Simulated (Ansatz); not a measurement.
Partial pair distribution functions of a relaxed model of amorphous Hf$_{17}$O$_{36}$Al, broadened by 0.06 Å; density 8.80 g/cm³. These are PBE, scalar-relativistic without spin-orbit coupling (plane waves to 420 eV, PAW; Ansatz, a first-principles code) values and carry that method's errors. The usual formal charges leave 1 holes over, so the level spacing at the Fermi energy parts defect or band states and needn't be the band gap. In the spin-polarised cell the level spacing at the Fermi energy can part levels of unlike spin.

A CHGNet melt-quench gave the starting glass, which DFT then relaxed. O atoms were pushed apart under 1.9 Å during the dynamics, to hinder bonds among them. The hot cell started wider than the set density and was brought back towards it in steps. It is the lowest in DFT energy of 2 quenches. It is a model cell: composition and starting density were chosen by hand, and all elements were melted together. No dispersion term was used. Its density started from a set value of 8.68 and ended at 8.80 g/cm³. Cooling (nominally 380 K/ps over its main leg) ran many orders faster than in experiment, which tends to leave more defects and strain. Values belong to this one cell and scatter from quench to quench. Volume and shape were free in the relaxation.

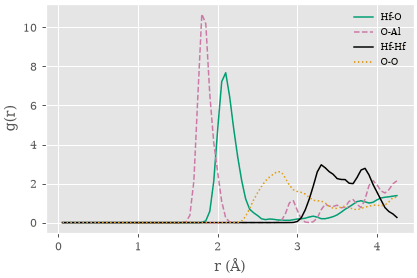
*Partial pair distribution functions*

Highest peaks under 4.5 Å: Hf-O near 2.10 Å, O-Al near 1.80 Å, Hf-Hf near 3.30 Å, O-O near 2.75 Å; pairs of few atoms are noisy.

Within 2.74 Å each Hf has 6.47 O neighbours on average.
